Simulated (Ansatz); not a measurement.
A series of calculations on SnH$_{2}$Cl$_{2}$

Part 1: Relaxation

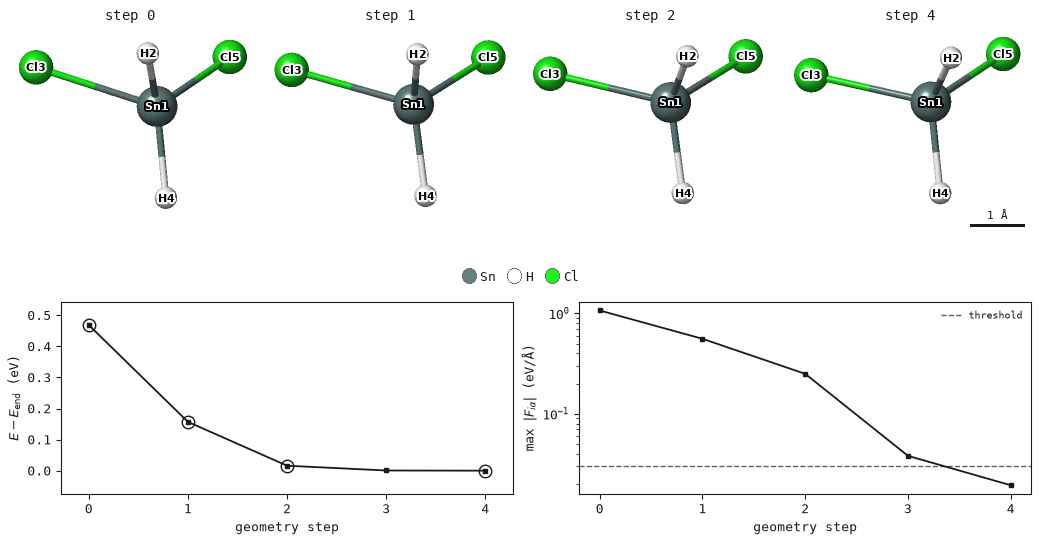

Frames of a relaxation of SnH₂Cl₂, marked on the history of the run. The picture is a ball-and-stick view, seen at a tilt.

The run prepares an end point of a later path (reaction) calculation, from a guessed geometry.

All numbers below come from Ansatz 0.2.0, RKS PBE/def2-SVP. (no spin polarisation; force threshold 0.03 eV/Å; at most 50 steps)

> Describe the path.

After 4 geometry steps the energy has fallen by 0.469 eV. The largest force component goes from 1.1 to 0.019 eV/Å. The largest move after the best rigid fit is that of H2, 0.46 Å. By element the largest moves are H 0.46 Å, Cl 0.38 Å, Sn 0.16 Å. Near-neighbour distances that change, for instance: Sn1–Cl3 2.392 → 2.366 Å. Among the angles between lasting bonds that change: H2–Sn1–Cl3 76.9° → 107.6°, H2–Sn1–H4 127.5° → 118.8°, H2–Sn1–Cl5 114.3° → 107.7°. Cost: 12 s on 1 thread of Arm Neoverse V1 (shared host), peak memory 0.12 GiB. From step 0 to 1: H2 moves most (0.19 Å), energy −0.312 eV. From step 1 to 2: H2 moves most (0.20 Å), energy −0.141 eV. From step 2 to 4: Cl3 moves most (0.08 Å), energy −0.016 eV.

| step | E − E(0), eV | largest force component, eV/Å |
| --- | --- | --- |
| 0 | 0.0000 | 1.0673 |
| 1 | -0.3115 | 0.5580 |
| 2 | -0.4525 | 0.2500 |
| 3 | -0.4679 | 0.0382 |
| 4 | -0.4685 | 0.0195 |

Part 2: Relaxation

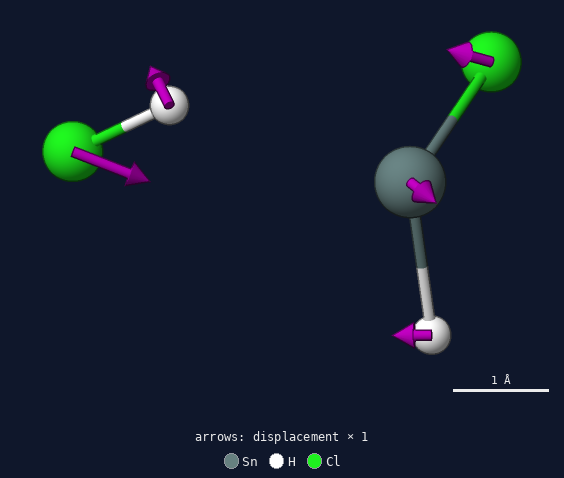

A relaxation of SnH2Cl2. The starting structure is drawn; purple arrows show the displacements, at their true length. The two geometries are superimposed by the best rigid fit.

A ball-and-stick model, seen at a tilt.

The run prepares an end point of a later path (reaction) calculation, from a guessed geometry.

Computed with RKS PBE/def2-SVP in Ansatz 0.2.0.

The input:
```yaml
crystal:
  periodic: [false, false, false]
  atoms:
    - { symbol: Sn, position_ang: [-0.723576, 0.025222, 0.241324] }
    - { symbol: H, position_ang: [1.705143, -0.129421, 1.89069] }
    - { symbol: Cl, position_ang: [2.76919, 0.155356, 1.129749] }
    - { symbol: H, position_ang: [-0.935684, 1.254827, -1.070125] }
    - { symbol: Cl, position_ang: [-1.338173, -1.852785, -1.146338] }
basis:
  gaussian: { orbitals: def2-SVP }
hamiltonian:
  xc: pbe
relax:
  f_tol: 0.03
  max_steps: 50
output:
  orbitals: {}
```

Launched with:
```bash
ansatz run input.yaml --threads 1 --pin off --max-ram 2048MiB --backend cpu --events-out ev --progress --plain --runs-dir out
```

> Atoms of which element are displaced furthest, and by how much?

Chlorine: up to 0.89 Å, against 0.60 Å for hydrogen.

> What happened in the run?

After 18 accepted moves (24 points after the start) the energy has fallen by 17.6 kJ/mol. Largest force component: 0.85 eV/Å at the start, 0.0078 eV/Å at the end. The line search rejected the trial steps at points 2, 6, 12, 14, 19, 20 of the run. The forces were under the threshold at step 13, but the run went on from there. The largest move after the best rigid fit is that of Cl3, 0.89 Å. Largest moves by element: Cl 0.89 Å, H 0.60 Å, Sn 0.42 Å. Among the contacts that change: Sn1–Cl3 3.606 → 3.028 Å, H2–Cl3 1.339 → 1.301 Å, Sn1–Cl5 2.415 → 2.433 Å.

Limits of the set-up: the start holds two separate molecules, 2.9 Å apart at their closest, whose relative position is a soft coordinate and is computed without a dispersion correction.

Part 3: Path

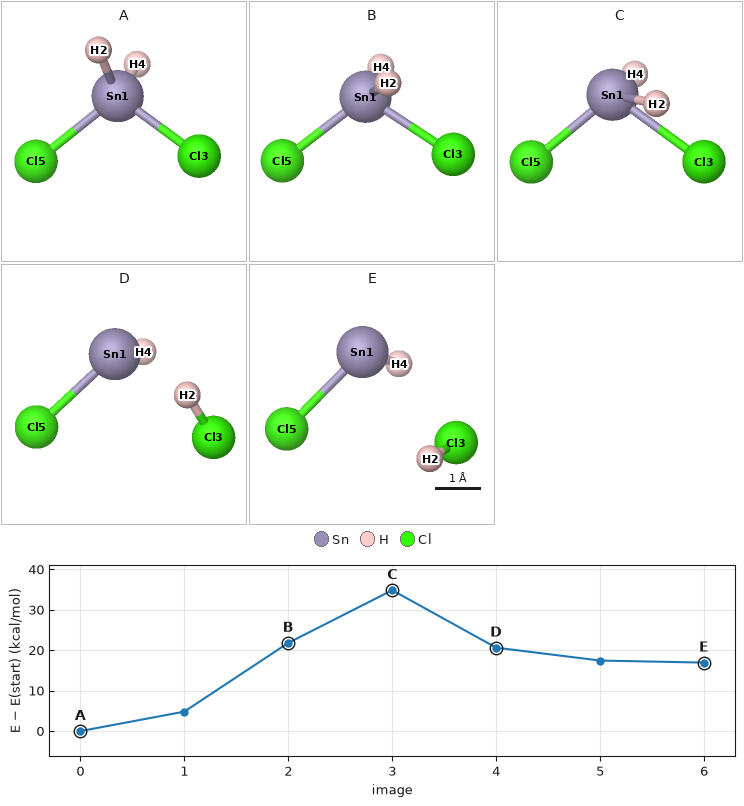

A search for the minimum-energy path of SnH2Cl2 by the nudged elastic band. Images are numbered from 0 (start) to 6 (end). Frames A to E are images 0, 2, 3, 4, 6. A ball-and-stick model, seen at a tilt.

The calculation used RKS PBE/def2-SVP in Ansatz 0.2.0. Set-up: 5 movable images; climbing image; force threshold 0.05 eV/Å; iteration limit 60; starting path through a guess of the saddle point.

> What happens along the path, and what is the barrier?

Forward barrier 34.9 kcal/mol, backward barrier 17.9 kcal/mol, with image 3 at the top; the reaction energy is +16.9 kcal/mol. A hydrogen atom shifts from one atom to another. Breaking: Sn1–H2 (1.72 → 1.80 at the top → 3.42 Å). Forming: H2–Cl3 (3.32 → 1.82 at the top → 1.30 Å). The band is converged. At the top, the vibrational analysis gives one imaginary mode (843i cm⁻¹), as a transition state must have.

Cost: 98 s on 1 thread of Arm Neoverse V1 (shared host), peak memory 0.12 GiB.
